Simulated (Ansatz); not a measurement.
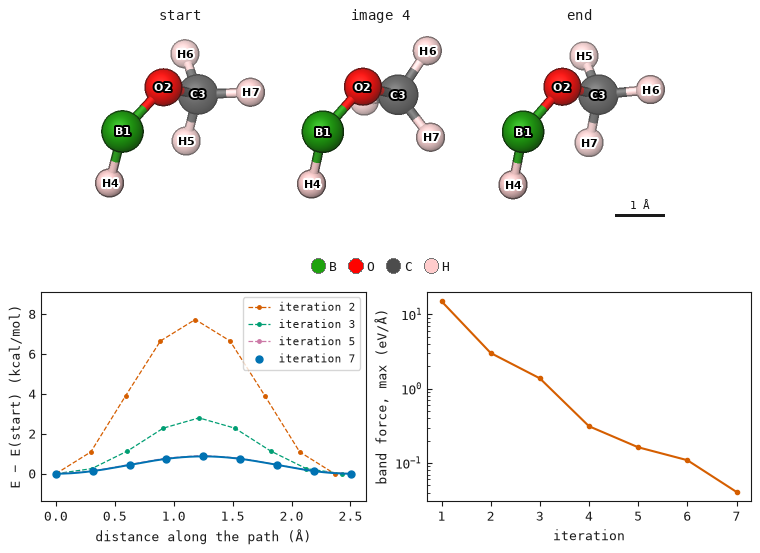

A search for the minimum-energy path of CH4BO (multiplicity 2) by the nudged elastic band. Images are numbered from 0 (start) to 8 (end). The plot follows the band through its iterations. The picture is a ball-and-stick view, seen from a free direction.

These are results of UKS PBE0-D4/cc-pVDZ in Ansatz 0.2.0, not measurements.

Input
```yaml
crystal:
  periodic: [false, false, false]
  atoms:
    - { symbol: B, position_ang: [-1.327627, -1.022703, -0.168032] }
    - { symbol: O, position_ang: [-0.276061, -0.704096, 0.576006] }
    - { symbol: C, position_ang: [0.642469, 0.335598, 0.2442] }
    - { symbol: H, position_ang: [-1.633681, -0.474042, -1.211775] }
    - { symbol: H, position_ang: [0.361533, 0.829146, -0.699544] }
    - { symbol: H, position_ang: [0.647999, 1.070423, 1.062013] }
    - { symbol: H, position_ang: [1.646667, -0.102326, 0.151332] }
magnetization:
  spin_polarized: true
  initial_magnetization: 1
basis:
  gaussian: { orbitals: cc-pVDZ }
hamiltonian:
  xc: pbe0
  dispersion: d4
neb:
  order_check: false
  images: 7
  f_tol: 0.05
  max_iterations: 60
  initial_path: linear
  final_atoms:
    - { symbol: B, position_ang: [-1.4666246, -0.79523795, -0.21633434] }
    - { symbol: O, position_ang: [-0.83090125, 0.20323259, 0.38322349] }
    - { symbol: C, position_ang: [0.56032218, 0.47018991, 0.21558821] }
    - { symbol: H, position_ang: [-0.94781418, -1.59600217, -0.97359064] }
    - { symbol: H, position_ang: [0.67440838, 1.48739401, -0.18528716] }
    - { symbol: H, position_ang: [1.04648015, 0.41813844, 1.20014908] }
    - { symbol: H, position_ang: [1.02542832, -0.25571482, -0.46954863] }
```

Command:
```bash
ansatz run input.yaml --threads 1 --pin off --max-ram 2048MiB --backend cpu --events-out ev --progress --plain --runs-dir out
```

> How did the profile develop, and is the result final?

The run is converged, with reservations. The band converged in 7 iterations. The largest component of the band force went from 15 to 0.041 eV/Å. The climbing image converged on the top of the path. Its curvatures weren't checked. The straight starting path can push atoms close together and costs iterations. The first iteration put the highest image at 62.96 kcal/mol. The two ends have the same energy, and the highest point, image 4, lies 0.87 kcal/mol above the start.

The run took 110 s on 1 thread of Arm Neoverse V2 (shared host), peak memory 0.13 GiB.
